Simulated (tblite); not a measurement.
**Ge2NH6O: geometry relaxation (part 2 of 2)**

The same run, continued: Ge2NH6O, multiplicity 2; GFN2-xTB geometry optimisation, gas phase (tblite 0.8.0). 

Geometry of the input (Å):
```
Ge 0.8679  0.4030  2.2249
N  -0.4697  1.4032  1.3073
Ge -0.0246  2.0574  -0.4360
O  -1.7660  0.9635  1.4550
H  0.2985  -0.8647  2.7485
H  1.9919  0.1011  1.2503
H  1.4304  1.2105  3.3572
H  0.4336  0.9116  -1.2766
H  1.0711  3.0841  -0.3242
H  -1.2532  2.6809  -1.0739
```

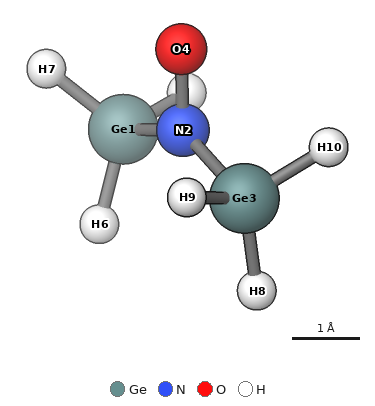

**Figure 1.** The geometry at step 95 of the log (ball-and-stick view, seen at a tilt; atoms are numbered from 1 in the order of the input).

### Trajectory as extended XYZ, continued
```
10
Properties=species:S:1:pos:R:3:forces:R:3 step=60 energy=-375.45693
Ge    0.8940    0.2752    2.2837    0.0170  -0.0330   0.0220
N    -0.1156    1.2418    1.0730    0.0090  -0.0050   0.0140
Ge   -0.0812    2.0466   -0.6025   -0.0730  -0.0620  -0.0130
O    -1.2348    1.4936    1.7184   -0.0320   0.0480  -0.0350
H     0.0791   -0.9392    2.5844    0.0010   0.0300  -0.0230
H     2.2178   -0.0287    1.6420    0.0600  -0.0380  -0.0350
H     1.0211    1.1553    3.4806   -0.0210   0.0210  -0.0010
H     0.4180    1.0286   -1.5959   -0.0060   0.0490   0.0640
H     0.8744    3.2030   -0.5596    0.0320   0.0110   0.0200
H    -1.4928    2.4743   -0.7915    0.0140  -0.0220  -0.0140
10
Properties=species:S:1:pos:R:3:forces:R:3 step=65 energy=-375.45999
Ge    0.8965    0.2722    2.2766   -0.0100   0.0180  -0.0250
N    -0.1268    1.2636    1.0938   -0.0180   0.0240   0.0240
Ge   -0.0857    2.0345   -0.5938    0.0420   0.0550   0.0170
O    -1.2320    1.5644    1.7424    0.0410  -0.0050  -0.0130
H     0.0839   -0.9520    2.5421    0.0110   0.0070   0.0060
H     2.2136   -0.0090    1.6018   -0.0090  -0.0230   0.0190
H     1.0140    1.1255    3.4954    0.0010  -0.0080  -0.0210
H     0.4513    1.0040   -1.5432    0.0140  -0.0170  -0.0150
H     0.8602    3.2070   -0.5648   -0.0390  -0.0420   0.0240
H    -1.4950    2.4404   -0.8179   -0.0320  -0.0080  -0.0160
10
Properties=species:S:1:pos:R:3:forces:R:3 step=70 energy=-375.46125
Ge    0.8940    0.2635    2.2709    0.0140   0.0100  -0.0050
N    -0.1050    1.3013    1.1093    0.0250   0.0090  -0.0290
Ge   -0.0910    2.0294   -0.5975   -0.0150  -0.0210  -0.0030
O    -1.1782    1.6603    1.7783   -0.0280   0.0130   0.0130
H     0.0804   -0.9690    2.4882   -0.0130  -0.0190   0.0000
H     2.2212   -0.0115    1.6145   -0.0150  -0.0190   0.0090
H     0.9805    1.0741    3.5178    0.0220   0.0160  -0.0020
H     0.4761    0.9867   -1.5180    0.0050   0.0000  -0.0040
H     0.8150    3.2256   -0.5980    0.0040   0.0280   0.0270
H    -1.5129    2.3902   -0.8330    0.0000  -0.0170  -0.0070
10
Properties=species:S:1:pos:R:3:forces:R:3 step=75 energy=-375.46212
Ge    0.8936    0.2661    2.2673   -0.0100  -0.0130   0.0160
N    -0.1075    1.3017    1.1048   -0.0300  -0.0170   0.0220
Ge   -0.0936    2.0298   -0.5995    0.0110  -0.0010   0.0080
O    -1.1822    1.6601    1.7747    0.0270  -0.0020  -0.0140
H     0.0830   -0.9684    2.4957   -0.0130   0.0150   0.0020
H     2.2169   -0.0250    1.6128    0.0030  -0.0050  -0.0100
H     0.9900    1.0870    3.5071    0.0160   0.0050  -0.0030
H     0.4800    0.9887   -1.5181    0.0090   0.0110  -0.0070
H     0.8157    3.2249   -0.5718   -0.0210   0.0150  -0.0070
H    -1.5160    2.3855   -0.8406    0.0090  -0.0070  -0.0060
10
Properties=species:S:1:pos:R:3:forces:R:3 step=80 energy=-375.46482
Ge    0.8870    0.2476    2.2717    0.0300  -0.0120  -0.0180
N    -0.0888    1.3107    1.1124   -0.0080   0.0210  -0.0250
Ge   -0.0932    2.0136   -0.6046   -0.0680   0.0170   0.0030
O    -1.1021    1.7888    1.8035    0.0540  -0.0300  -0.0470
H     0.0494   -0.9764    2.4646    0.0010   0.0130   0.0490
H     2.2128   -0.0704    1.6248   -0.0640   0.0030   0.0030
H     0.9913    1.0684    3.5107    0.0050  -0.0320   0.0000
H     0.5306    1.0046   -1.5314    0.0280   0.0390   0.0570
H     0.7254    3.2710   -0.5520   -0.0150  -0.0070  -0.0290
H    -1.5323    2.2928   -0.8673    0.0360  -0.0120   0.0060
10
Properties=species:S:1:pos:R:3:forces:R:3 step=85 energy=-375.47335
Ge    0.8681    0.2138    2.2783   -0.0370  -0.0090  -0.1010
N    -0.0032    1.3902    1.1368    0.0790  -0.0490   0.0090
Ge   -0.1172    1.9909   -0.6095    0.0750   0.0730  -0.0140
O    -0.8780    2.0806    1.8341   -0.0600   0.0280   0.0300
H    -0.0366   -0.9766    2.3686    0.0130  -0.0080   0.0750
H     2.1822   -0.1510    1.6472   -0.0130  -0.0260  -0.0290
H     0.9908    0.9498    3.5634   -0.0310   0.0160   0.0040
H     0.6470    1.0442   -1.4912    0.0550  -0.0060   0.0130
H     0.4944    3.3564   -0.5650   -0.0320  -0.0060  -0.0400
H    -1.5677    2.0522   -0.9303   -0.0500  -0.0140   0.0530
10
Properties=species:S:1:pos:R:3:forces:R:3 step=90 energy=-375.47930
Ge    0.8531    0.1913    2.2721    0.0130   0.0200   0.1060
N     0.0448    1.4000    1.1286    0.0430   0.0090  -0.0560
Ge   -0.1136    1.9928   -0.6174   -0.0590  -0.0090  -0.0370
O    -0.7770    2.1587    1.8201   -0.0770   0.0110   0.0490
H    -0.0901   -0.9678    2.3998    0.0250   0.0110   0.0160
H     2.1617   -0.2176    1.6602   -0.0190  -0.0550  -0.0500
H     0.9970    0.9410    3.5536   -0.0270  -0.0240  -0.0600
H     0.7034    1.0956   -1.5110    0.0180   0.0290   0.0260
H     0.3770    3.3981   -0.5518    0.0350   0.0470  -0.0390
H    -1.5765    1.9583   -0.9217    0.0470  -0.0380   0.0440
10
Properties=species:S:1:pos:R:3:forces:R:3 step=95 energy=-375.48767
Ge    0.8510    0.1928    2.2725   -0.0020   0.0100  -0.0300
N     0.0218    1.3852    1.1230    0.0480   0.0540  -0.0380
Ge   -0.1012    2.0120   -0.6166    0.0270  -0.0270   0.0470
O    -0.8381    2.1118    1.8051    0.0010  -0.0600   0.0370
H    -0.0929   -0.9525    2.4743   -0.0340   0.0350   0.0270
H     2.1106   -0.2786    1.6021   -0.0020   0.0080  -0.0050
H     1.0504    0.9870    3.5142    0.0110  -0.0200   0.0140
H     0.7630    1.1414   -1.4927   -0.0150   0.0230   0.0070
H     0.3757    3.4285   -0.5481   -0.0340  -0.0400  -0.0040
H    -1.5604    1.9231   -0.9011   -0.0010   0.0160  -0.0540
10
Properties=species:S:1:pos:R:3:forces:R:3 step=100 energy=-375.49662
Ge    0.8490    0.1855    2.2785    0.0130  -0.0030   0.0120
N     0.0983    1.3931    1.1033   -0.0810  -0.0200   0.0390
Ge   -0.0891    2.0292   -0.6146   -0.0180   0.0420  -0.1170
O    -0.8364    2.0391    1.7725    0.0050   0.0020   0.1060
H    -0.2052   -0.8335    2.5683   -0.0260   0.0450   0.0210
H     2.0346   -0.4207    1.5947    0.0820  -0.0440  -0.0340
H     1.1802    1.0171    3.4657   -0.0010  -0.0110   0.0440
H     0.8286    1.2521   -1.5187    0.0450   0.0120  -0.0170
H     0.2542    3.4809   -0.5133   -0.0220  -0.0500  -0.0110
H    -1.5342    1.8080   -0.9038    0.0020   0.0270  -0.0420
10
Properties=species:S:1:pos:R:3:forces:R:3 step=105 energy=-375.50627
Ge    0.8497    0.1793    2.2664   -0.0010  -0.0050   0.0440
N     0.0860    1.4115    1.1180   -0.0210   0.0030   0.0300
Ge   -0.0849    2.0324   -0.6136    0.0130   0.0010  -0.0190
O    -0.8226    2.0545    1.8230    0.0370  -0.0320  -0.0300
H    -0.2645   -0.7600    2.6106    0.0450   0.0320   0.0150
H     1.9818   -0.5044    1.5419   -0.0380   0.0320   0.0260
H     1.2684    0.9986    3.4446   -0.0090  -0.0560  -0.0560
H     0.9278    1.3205   -1.4709   -0.0060   0.0250   0.0190
H     0.1317    3.5040   -0.5052    0.0090  -0.0050  -0.0050
H    -1.4935    1.7143   -0.9824   -0.0300   0.0040  -0.0240
10
Properties=species:S:1:pos:R:3:forces:R:3 step=110 energy=-375.50851
Ge    0.8488    0.1770    2.2684   -0.0200  -0.0250   0.0030
N     0.0689    1.3887    1.1126    0.0080  -0.0110  -0.0260
Ge   -0.0802    2.0393   -0.6121   -0.0040   0.0050   0.0000
O    -0.8442    2.0197    1.8199   -0.0200   0.0170  -0.0030
H    -0.2705   -0.7139    2.6946   -0.0030   0.0080   0.0190
H     1.9178   -0.5615    1.5120    0.0340   0.0120   0.0110
H     1.3443    1.0171    3.3961    0.0170  -0.0200  -0.0060
H     0.9773    1.3904   -1.4613    0.0100  -0.0070   0.0110
H     0.0831    3.5131   -0.4651    0.0030   0.0130  -0.0010
H    -1.4653    1.6806   -1.0325   -0.0230   0.0070  -0.0090
10
Properties=species:S:1:pos:R:3:forces:R:3 step=115 energy=-375.51000
Ge    0.8481    0.1735    2.2661    0.0300   0.0140  -0.0220
N     0.0338    1.3599    1.1039   -0.0250   0.0000   0.0110
Ge   -0.0822    2.0447   -0.6101   -0.0080   0.0020   0.0090
O    -0.8900    1.9796    1.8089    0.0090  -0.0100  -0.0150
H    -0.2489   -0.7222    2.7356   -0.0010   0.0060  -0.0010
H     1.9306   -0.5457    1.5066   -0.0150  -0.0010   0.0130
H     1.3651    1.0361    3.3676   -0.0020  -0.0090   0.0110
H     0.9734    1.3794   -1.4465    0.0180  -0.0100  -0.0140
H     0.1215    3.5123   -0.4432   -0.0010   0.0050   0.0020
H    -1.4713    1.7328   -1.0563   -0.0060   0.0020   0.0070
10
Properties=species:S:1:pos:R:3:forces:R:3 step=120 energy=-375.51026
Ge    0.8524    0.1767    2.2656   -0.0070   0.0010   0.0110
N     0.0251    1.3496    1.0999    0.0020   0.0020  -0.0080
Ge   -0.0824    2.0458   -0.6101    0.0000  -0.0030  -0.0060
O    -0.9062    1.9616    1.8008   -0.0010  -0.0010  -0.0030
H    -0.2429   -0.7175    2.7429    0.0070   0.0050  -0.0010
H     1.9342   -0.5454    1.5116    0.0030  -0.0060  -0.0050
H     1.3687    1.0433    3.3644    0.0000  -0.0020   0.0050
H     0.9685    1.3785   -1.4541    0.0020  -0.0040   0.0030
H     0.1386    3.5110   -0.4368   -0.0090  -0.0010   0.0020
H    -1.4760    1.7470   -1.0517    0.0020   0.0100   0.0030
10
Properties=species:S:1:pos:R:3:forces:R:3 step=124 energy=-375.51032
Ge    0.8533    0.1769    2.2667    0.0030   0.0010  -0.0010
N     0.0269    1.3474    1.0972    0.0000  -0.0010   0.0020
Ge   -0.0824    2.0460   -0.6117    0.0000   0.0000   0.0000
O    -0.9062    1.9584    1.7969    0.0010  -0.0010  -0.0010
H    -0.2431   -0.7134    2.7470   -0.0010  -0.0020  -0.0020
H     1.9342   -0.5495    1.5140   -0.0040   0.0000   0.0020
H     1.3707    1.0435    3.3653    0.0010   0.0020  -0.0010
H     0.9682    1.3804   -1.4572    0.0020  -0.0020   0.0000
H     0.1351    3.5111   -0.4340   -0.0020   0.0000   0.0000
H    -1.4767    1.7497   -1.0516   -0.0010   0.0020   0.0000
```

### Results in brief

```csv
quantity,value
outcome,converged
total energy,−375.5103 eV
wall time,1.4 s
peak memory,0.18 GiB
```
